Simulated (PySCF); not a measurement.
SMILES CS[SiH2][SiH2]O[SiH3] at its GFN2-xTB optimised geometry (Å):

```
16

C      2.8982    -2.7108     0.0000
S      1.0818    -2.7108     0.0000
Si     0.7267    -0.5878     0.0000
Si    -1.5405    -0.2673     0.0084
O     -1.6125     1.3553    -0.0090
Si    -2.3756     2.7856    -0.0326
H      3.2605    -2.1993    -0.8858
H      3.2166    -3.7475    -0.0110
H      3.2602    -2.2183     0.8967
H      1.4961    -0.0903     1.1535
H      1.4889    -0.0920    -1.1589
H     -2.2792    -0.7498    -1.1637
H     -2.2642    -0.7205     1.2016
H     -3.1308     2.8678    -1.2798
H     -3.2605     2.8450     1.1276
H     -1.2808     3.7475     0.0361
```

Level of theory: PBE/def2-TZVP (PySCF). Cells within 0.4 Å of a nucleus heavier than hydrogen are left out (blank, or x).

Map of the electron localisation function on the plane z = 0.0 Å:

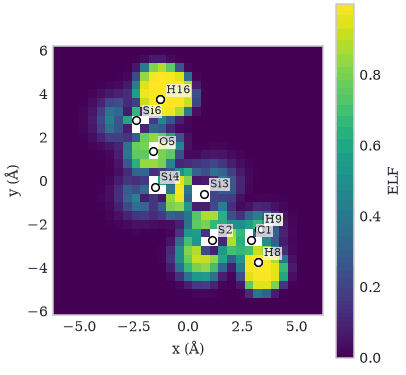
*Electron localisation function on the plane z = 0.0 Å.*
